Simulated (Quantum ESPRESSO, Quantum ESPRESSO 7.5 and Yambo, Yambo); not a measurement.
**Quasiparticle gap of BAs (F-43m) in Yambo**

How does a plane-wave GW calculation on BAs (F-43m) run from the first input to the gap?

Main program and level: Quantum ESPRESSO 7.5 and Yambo 5.3.0; PBE and many-body steps on it, plane waves.

**What was measured.**

- Gap 4.12 eV: direct gap from square of absorption coefficient, average of two samples; spectroscopic ellipsometry; 300 K; bulk crystal (CVT-grown opaque bulk crystals) (“Optical properties of cubic boron arsenide”, 2019, arxiv:1911.04914).

- Gap 1.82 eV: indirect optical gap from absorption edge; UV-visible absorption; 300 K; bulk crystal (single crystal grown by chemical vapor transport) (“Basic Physical Properties of Cubic Boron Arsenide”, 2019, arxiv:1911.11281).

- Gap 2.02 eV: indirect gap from square root of absorption coefficient, average of three samples; transmission and reflection spectroscopy; 300 K; bulk crystal (CVT-grown platelets about 10 um thick) (“Optical properties of cubic boron arsenide”, 2019, arxiv:1911.04914).

## (1) Starting point

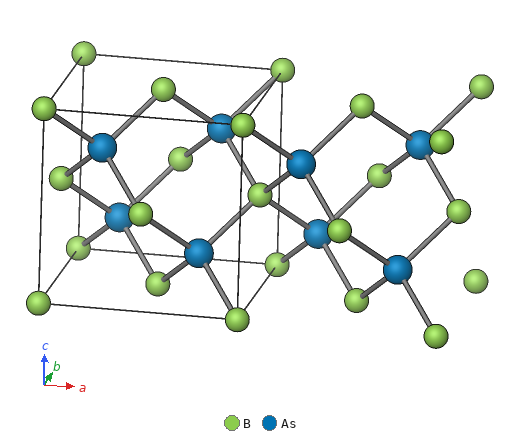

The starting structure, seen slightly off an axis (boron green, arsenic blue). 2×1×1 cells are drawn. This picture shows the conventional cell, with its axes. Bonds to atoms that aren't drawn are left out. Some periodic images of atoms are drawn too.

The cell and positions come from the Crystallography Open Database and are kept as given unless a step says otherwise.

## (2) Ground state

This step: Quantum ESPRESSO 7.5; DFT, PBE, plane waves, norm-conserving pseudopotentials.

The ground-state density comes first.

pw.in reads:

```
&control
  calculation = 'scf'
  prefix = 'x'
  outdir = 'o'
  pseudo_dir = 'pseudo'
/
&system
  ibrav = 0
  nat = 2
  ntyp = 2
  ecutwfc = 76.0
  nbnd = 14
  force_symmorphic = .true.
/
&electrons
  conv_thr = 1e-10
  electron_maxstep = 80
  mixing_beta = 0.5
/
ATOMIC_SPECIES
  B 10.81 B.upf
  As 74.922 As.upf
CELL_PARAMETERS angstrom
  -0.0000000000 2.3885000000 2.3885000000
  2.3885000000 -0.0000000000 2.3885000000
  2.3885000000 2.3885000000 -0.0000000000
ATOMIC_POSITIONS crystal
  B 0.0000000000 0.0000000000 0.0000000000
  As 0.2500000000 0.2500000000 0.2500000000
K_POINTS automatic
  8 8 8 0 0 0
```

Run with:

```sh
> OMP_NUM_THREADS=1 mpirun -n 4 pw.x -nk 4 -in pw.in > pw.out
```

The log of the run:

```text
Program PWSCF v.7.5 starts

     This program is part of the open-source Quantum ESPRESSO suite
     for quantum simulation of materials; please cite
         "P. Giannozzi et al., J. Phys.:Condens. Matter 21 395502 (2009);
         "P. Giannozzi et al., J. Phys.:Condens. Matter 29 465901 (2017);
         "P. Giannozzi et al., J. Chem. Phys. 152 154105 (2020);
     in publications or presentations arising from this work. More details at
     Message from routine setup:
     using ibrav=0 with symmetry is DISCOURAGED, use correct ibrav instead

     G-vector sticks info

     bravais-lattice index     =            0
     lattice parameter (alat)  =       6.3832  a.u.
     unit-cell volume          =     183.9087 (a.u.)^3
     number of atoms/cell      =            2
     number of atomic types    =            2
     number of electrons       =        18.00
     number of Kohn-Sham states=           14
     kinetic-energy cutoff     =      76.0000  Ry
     charge density cutoff     =     304.0000  Ry
     scf convergence threshold =      1.0E-10
     mixing beta               =       0.5000
     number of iterations used =            8  plain     mixing
     Exchange-correlation= PBE
                           (   1   4   3   4   0   0   0)

     celldm(1)=   6.383210  celldm(2)=   0.000000  celldm(3)=   0.000000
     celldm(4)=   0.000000  celldm(5)=   0.000000  celldm(6)=   0.000000

     crystal axes: (cart. coord. in units of alat)
               a(1) = (  -0.000000   0.707107   0.707107 )
               a(2) = (   0.707107  -0.000000   0.707107 )
               a(3) = (   0.707107   0.707107  -0.000000 )

     reciprocal axes: (cart. coord. in units 2 pi/alat)
               b(1) = ( -0.707107  0.707107  0.707107 )
               b(2) = (  0.707107 -0.707107  0.707107 )
               b(3) = (  0.707107  0.707107 -0.707107 )
     Pseudo is Norm-conserving + core correction, Zval =  3.0
     Generated using ONCVPSP code by D. R. Hamann
     Using radial grid of 1534 points,  4 beta functions with:
     Pseudo is Norm-conserving + core correction, Zval = 15.0
     Generated using ONCVPSP code by D. R. Hamann
     Using radial grid of 1358 points,  6 beta functions with:
     B                 3.00    10.81000     B ( 1.00)
     As               15.00    74.92200     As( 1.00)

     24 Sym. Ops. (no inversion) found

   Cartesian axes

     site n.     atom                  positions (alat units)
         1        B      tau(   1) = (   0.0000000   0.0000000   0.0000000  )
         2        As     tau(   2) = (   0.3535534   0.3535534   0.3535534  )

     number of k points=    29
                       cart. coord. in units 2pi/alat
        k(    1) = (   0.0000000   0.0000000   0.0000000), wk =   0.0039062
        k(    2) = (   0.0883883   0.0883883  -0.0883883), wk =   0.0312500
        k(    3) = (   0.1767767   0.1767767  -0.1767767), wk =   0.0312500
        k(    4) = (   0.2651650   0.2651650  -0.2651650), wk =   0.0312500
        k(    5) = (  -0.3535534  -0.3535534   0.3535534), wk =   0.0156250
        k(    6) = (   0.1767767   0.0000000   0.0000000), wk =   0.0234375
        k(    7) = (   0.2651650   0.0883883  -0.0883883), wk =   0.0937500
        k(    8) = (   0.3535534   0.1767767  -0.1767767), wk =   0.0937500
        k(    9) = (  -0.2651650  -0.4419417   0.4419417), wk =   0.0937500
        k(   10) = (  -0.1767767  -0.3535534   0.3535534), wk =   0.0937500
     [... 17 further rows ...]
        k(   28) = (  -0.7071068   0.1767767  -0.0000000), wk =   0.0468750
        k(   29) = (  -0.7071068   0.3535534   0.0000000), wk =   0.0234375

     Dense  grid:    16457 G-vectors     FFT dimensions: (  36,  36,  36)

     Initial potential from superposition of free atoms

     starting charge      17.9995, renormalised to      18.0000
     Starting wfcs are   13 randomized atomic wfcs +    1 random wfcs

     per-process dynamical memory:    17.6 Mb

     Self-consistent Calculation

     iteration #  1     ecut=    76.00 Ry     beta= 0.50

     Threshold (ethr) on eigenvalues was too large:
     Diagonalizing with lowered threshold

     total energy              =    -217.98944707 Ry
     estimated scf accuracy    <       0.15333376 Ry

     iteration #  2     ecut=    76.00 Ry     beta= 0.50

     total energy              =    -218.01717716 Ry
     estimated scf accuracy    <       0.01081892 Ry

     iteration #  3     ecut=    76.00 Ry     beta= 0.50

     total energy              =    -218.01796640 Ry
     estimated scf accuracy    <       0.00168902 Ry

     iteration #  4     ecut=    76.00 Ry     beta= 0.50

     total energy              =    -218.01805485 Ry
     estimated scf accuracy    <       0.00003146 Ry

     iteration #  5     ecut=    76.00 Ry     beta= 0.50

     total energy              =    -218.01806231 Ry
     estimated scf accuracy    <       0.00000367 Ry

     iteration #  6     ecut=    76.00 Ry     beta= 0.50

     total energy              =    -218.01806295 Ry
     estimated scf accuracy    <       0.00000015 Ry

     iteration #  7     ecut=    76.00 Ry     beta= 0.50

     total energy              =    -218.01806298 Ry
     estimated scf accuracy    <       0.00000002 Ry

     iteration #  8     ecut=    76.00 Ry     beta= 0.50

     total energy              =    -218.01806299 Ry
     estimated scf accuracy    <          2.4E-09 Ry

     iteration #  9     ecut=    76.00 Ry     beta= 0.50

     End of self-consistent calculation

          k = 0.0000 0.0000 0.0000 (  2085 PWs)   bands (ev):

   -24.5718 -24.5718 -24.5718 -24.5524 -24.5524  -4.0540  11.3431  11.3431
    11.3431  14.6353  14.6353  14.6353  16.0307  20.9518

          k = 0.0884 0.0884-0.0884 (  2055 PWs)   bands (ev):

   -24.5707 -24.5703 -24.5703 -24.5520 -24.5520  -3.7982   9.3822  10.9063
    10.9063  14.7491  15.2123  15.2123  17.3126  21.8945

          k = 0.1768 0.1768-0.1768 (  2060 PWs)   bands (ev):

   -24.5699 -24.5680 -24.5680 -24.5513 -24.5513  -3.0534   6.4120  10.1970
    10.1970  14.4197  16.0141  16.0141  19.2641  22.6749

          k = 0.2652 0.2652-0.2652 (  2045 PWs)   bands (ev):

     [... further k-points ...]

     highest occupied, lowest unoccupied level (ev):    11.3431   12.5523

!    total energy              =    -218.01806299 Ry
     estimated scf accuracy    <          7.7E-11 Ry

     The total energy is the sum of the following terms:
     one-electron contribution =    -102.12896417 Ry
     hartree contribution      =      60.97026859 Ry
     xc contribution           =     -50.01724466 Ry
     ewald contribution        =    -126.84212275 Ry

     convergence has been achieved in   9 iterations

     XML data file, charge density, pseudopotentials, collected wavefunctions

=------------------------------------------------------------------------------=
   JOB DONE.
=------------------------------------------------------------------------------=
```

Elapsed: 4.4 s, on 4 MPI ranks of Arm Neoverse V1, shared host; peak memory 0.21 GiB.

Numbers from this step:

```
total energy               : -2966.2869 eV
gap                        : 1.209 eV
k of the valence top       : 0, 0, 0
k of the conduction bottom : 0, 0.375, 0.375
least direct gap           : 3.292 eV
```

The gap is indirect, with the least direct gap 2.08 eV higher.

## (3) Bands along the symmetry lines

The cheap functional maps the bands first; the places of the edges decide which points the dearer methods must see.

pw.in reads:

```
&control
  calculation = 'bands'
  prefix = 'x'
  outdir = 'o'
  pseudo_dir = 'pseudo'
/
&system
  ibrav = 0
  nat = 2
  ntyp = 2
  ecutwfc = 76.0
  nbnd = 15
  force_symmorphic = .true.
/
&electrons
  conv_thr = 1e-9
  electron_maxstep = 80
  diago_full_acc = .true.
  diago_thr_init = 5e-6
/
ATOMIC_SPECIES
  B 10.81 B.upf
  As 74.922 As.upf
CELL_PARAMETERS angstrom
  -0.0000000000 2.3885000000 2.3885000000
  2.3885000000 -0.0000000000 2.3885000000
  2.3885000000 2.3885000000 -0.0000000000
ATOMIC_POSITIONS crystal
  B 0.0000000000 0.0000000000 0.0000000000
  As 0.2500000000 0.2500000000 0.2500000000
K_POINTS crystal
  50
  0.00000000 0.00000000 0.00000000 1
  -0.06250000 -0.06250000 0.00000000 1
  -0.12500000 -0.12500000 0.00000000 1
  -0.18750000 -0.18750000 0.00000000 1
  -0.25000000 -0.25000000 0.00000000 1
  -0.31250000 -0.31250000 0.00000000 1
  -0.37500000 -0.37500000 0.00000000 1
  -0.43750000 -0.43750000 0.00000000 1
  -0.50000000 -0.50000000 0.00000000 1
  -0.48437500 -0.48437500 0.03125000 1
  -0.46875000 -0.46875000 0.06250000 1
  -0.45312500 -0.45312500 0.09375000 1
  -0.43750000 -0.43750000 0.12500000 1
  -0.42187500 -0.42187500 0.15625000 1
  -0.40625000 -0.40625000 0.18750000 1
  -0.39062500 -0.39062500 0.21875000 1
  -0.37500000 -0.37500000 0.25000000 1
  -0.37500000 0.00000000 0.37500000 1
  -0.32812500 0.00000000 0.32812500 1
  -0.28125000 0.00000000 0.28125000 1
  -0.23437500 0.00000000 0.23437500 1
  -0.18750000 0.00000000 0.18750000 1
  -0.14062500 0.00000000 0.14062500 1
  -0.09375000 0.00000000 0.09375000 1
  -0.04687500 0.00000000 0.04687500 1
  0.00000000 0.00000000 0.00000000 1
  0.00000000 0.00000000 0.06250000 1
  0.00000000 0.00000000 0.12500000 1
  0.00000000 0.00000000 0.18750000 1
  0.00000000 0.00000000 0.25000000 1
  0.00000000 0.00000000 0.31250000 1
  0.00000000 0.00000000 0.37500000 1
  0.00000000 0.00000000 0.43750000 1
  -0.00000000 -0.00000000 0.50000000 1
  -0.06250000 -0.03125000 0.46875000 1
  -0.12500000 -0.06250000 0.43750000 1
  -0.18750000 -0.09375000 0.40625000 1
  -0.25000000 -0.12500000 0.37500000 1
  -0.31250000 -0.15625000 0.34375000 1
  -0.37500000 -0.18750000 0.31250000 1
  -0.43750000 -0.21875000 0.28125000 1
  -0.50000000 -0.25000000 0.25000000 1
  -0.50000000 -0.28125000 0.21875000 1
  -0.50000000 -0.31250000 0.18750000 1
  -0.50000000 -0.34375000 0.15625000 1
  -0.50000000 -0.37500000 0.12500000 1
  -0.50000000 -0.40625000 0.09375000 1
  -0.50000000 -0.43750000 0.06250000 1
  -0.50000000 -0.46875000 0.03125000 1
  -0.50000000 -0.50000000 0.00000000 1
```

The log of the run:

```text
[banner, memory and clock lines left out]
Program PWSCF v.7.5 starts

     Atomic positions and unit cell read from directory:
     o/x.save/

     Message from routine setup:
     using ibrav=0 with symmetry is DISCOURAGED, use correct ibrav instead

     G-vector sticks info

     bravais-lattice index     =            0
     lattice parameter (alat)  =       6.3832  a.u.
     unit-cell volume          =     183.9087 (a.u.)^3
     number of atoms/cell      =            2
     number of atomic types    =            2
     number of electrons       =        18.00
     number of Kohn-Sham states=           15
     kinetic-energy cutoff     =      76.0000  Ry
     charge density cutoff     =     304.0000  Ry
     Exchange-correlation= PBE
                           (   1   4   3   4   0   0   0)

     celldm(1)=   6.383210  celldm(2)=   0.000000  celldm(3)=   0.000000
     celldm(4)=   0.000000  celldm(5)=   0.000000  celldm(6)=   0.000000

     crystal axes: (cart. coord. in units of alat)
               a(1) = (  -0.000000   0.707107   0.707107 )
               a(2) = (   0.707107  -0.000000   0.707107 )
               a(3) = (   0.707107   0.707107  -0.000000 )

     reciprocal axes: (cart. coord. in units 2 pi/alat)
               b(1) = ( -0.707107  0.707107  0.707107 )
               b(2) = (  0.707107 -0.707107  0.707107 )
               b(3) = (  0.707107  0.707107 -0.707107 )
     Pseudo is Norm-conserving + core correction, Zval =  3.0
     Generated using ONCVPSP code by D. R. Hamann
     Using radial grid of 1534 points,  4 beta functions with:
     Pseudo is Norm-conserving + core correction, Zval = 15.0
     Generated using ONCVPSP code by D. R. Hamann
     Using radial grid of 1358 points,  6 beta functions with:
     B                 3.00    10.81000     B ( 1.00)
     As               15.00    74.92200     As( 1.00)

     24 Sym. Ops. (no inversion) found

   Cartesian axes

     site n.     atom                  positions (alat units)
         1        B      tau(   1) = (   0.0000000   0.0000000   0.0000000  )
         2        As     tau(   2) = (   0.3535534   0.3535534   0.3535534  )

     number of k points=    50
                       cart. coord. in units 2pi/alat
        k(    1) = (   0.0000000   0.0000000   0.0000000), wk =   0.0400000
        k(    2) = (   0.0000000   0.0000000  -0.0883883), wk =   0.0400000
        k(    3) = (   0.0000000   0.0000000  -0.1767767), wk =   0.0400000
[...]
[... 38 further rows ...]
        k(   49) = (   0.0441942  -0.0000000  -0.7071068), wk =   0.0400000
        k(   50) = (   0.0000000   0.0000000  -0.7071068), wk =   0.0400000

     Dense  grid:    16457 G-vectors     FFT dimensions: (  36,  36,  36)

     The potential is recalculated from file :
     o/x.save/charge-density

     Starting wfcs are   13 randomized atomic wfcs +    2 random wfcs

     Band Structure Calculation

     End of band structure calculation

          k = 0.0000 0.0000 0.0000 (  2085 PWs)   bands (ev):

   -24.5717 -24.5717 -24.5717 -24.5522 -24.5522  -4.0540  11.3431  11.3431
    11.3431  14.6353  14.6353  14.6353  16.0308  20.9518  24.5117

          k = 0.0000 0.0000-0.0884 (  2069 PWs)   bands (ev):

   -24.5718 -24.5708 -24.5708 -24.5521 -24.5520  -3.9684  10.9155  10.9621
    10.9621  14.3993  15.1107  15.1107  16.4160  21.3045  23.0942

          k = 0.0000 0.0000-0.1768 (  2037 PWs)   bands (ev):

   -24.5720 -24.5686 -24.5686 -24.5525 -24.5510  -3.7125   9.8951  10.1849
    10.1849  13.9367  16.1661  16.1661  16.9852  21.5696  22.2617

          k =-0.0000 0.0000-0.2652 (  2045 PWs)   bands (ev):

[...]
k = 0.0000 0.0000-0.3536 (  2045 PWs)   bands (ev):

[...]
k = 0.0000-0.0000-0.4419 (  2048 PWs)   bands (ev):

[...]
k =-0.0000 0.0000-0.5303 (  2068 PWs)   bands (ev):

[...]
k = 0.0000-0.0000-0.6187 (  2064 PWs)   bands (ev):

[...]
k = 0.5303-0.0000-0.5303 (  2065 PWs)   bands (ev):

[...]
k = 0.0000 0.0000 0.0000 (  2085 PWs)   bands (ev):

[...]
k = 0.1326 0.0000-0.7071 (  2060 PWs)   bands (ev):

[...]
k = 0.0884-0.0000-0.7071 (  2062 PWs)   bands (ev):

[...]
k = 0.0442-0.0000-0.7071 (  2058 PWs)   bands (ev):

   -24.5762 -24.5577 -24.5556 -24.5552 -24.5460   0.1298   2.8434   7.2094
     7.2170  12.9034  12.9141  22.6186  22.6701  24.1744  28.3235

          k = 0.0000 0.0000-0.7071 (  2044 PWs)   bands (ev):

   -24.5764 -24.5577 -24.5552 -24.5552 -24.5455   0.1241   2.8295   7.2706
     7.2706  12.7976  12.8019  22.7351  22.7351  24.2349  28.6110

     XML data file, pseudopotentials, collected wavefunctions
```

Run time: 2.7 s. Hardware: 4 MPI ranks; peak memory 0.19 GiB.

Numbers from this step:

* gap: 1.209 eV
* k of the valence top: 0, 0, 0
* k of the conduction bottom: -0.375, -0.375, 0
* least direct gap: 3.292 eV

The gap is 1.209 eV, as in the run before at this level.

The electronic bands at the labelled points (eV, zero at the top of the highest filled band):

| point | band 6 | band 7 | band 8 | band 9 | band 10 | band 11 | band 12 | band 13 |
| --- | --- | --- | --- | --- | --- | --- | --- | --- |
| Γ | -15.40 | 0.00 | 0.00 | 0.00 | 3.29 | 3.29 | 3.29 | 4.69 |
| X | -11.22 | -8.51 | -4.07 | -4.07 | 1.45 | 1.46 | 11.39 | 11.39 |
| U | -11.26 | -8.13 | -5.94 | -3.48 | 2.06 | 5.57 | 9.24 | 9.78 |
| jump to K | -11.26 | -8.13 | -5.94 | -3.48 | 2.06 | 5.57 | 9.24 | 9.78 |
| Γ | -15.40 | 0.00 | 0.00 | 0.00 | 3.29 | 3.29 | 3.29 | 4.69 |
| L | -12.53 | -8.77 | -1.82 | -1.82 | 2.70 | 4.81 | 4.81 | 8.91 |
| W | -11.06 | -8.05 | -5.48 | -5.18 | 5.28 | 5.95 | 6.83 | 7.06 |
| X | -11.22 | -8.51 | -4.07 | -4.07 | 1.45 | 1.46 | 11.39 | 11.39 |

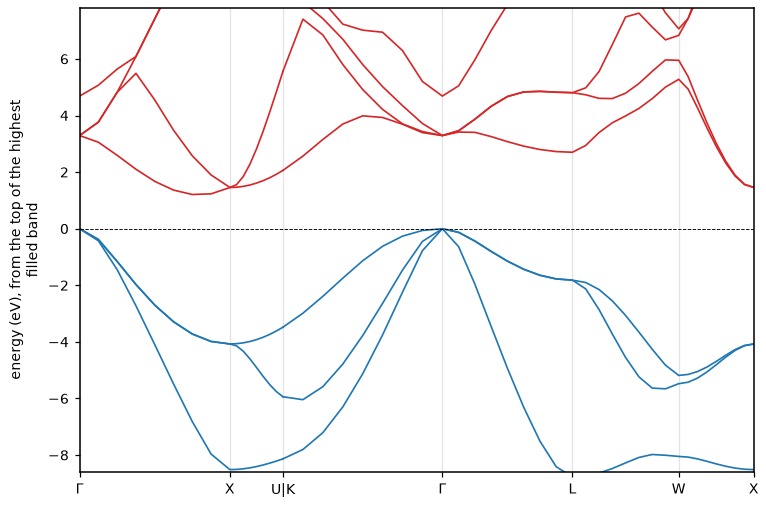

Electronic bands along the path; lines of filled and empty bands in two colours.

[end of part 1 of 3]

[Paths, hosts, dates, memory and timing lines, banners, echoed tables and standing remarks are left out of the program output.]

[Logs are printed without paths, hosts, clocks, repeated set-up lines and the standing remarks that a program may print on its own settings, such as how far it seeks lower states.]

[Runs of the session that timed out or met a known fault of the program may be left out.]

[Hosts, paths, dates, database ids (printed as entryN), source tags and the programs' standing remarks are cut or masked in the printed files.]
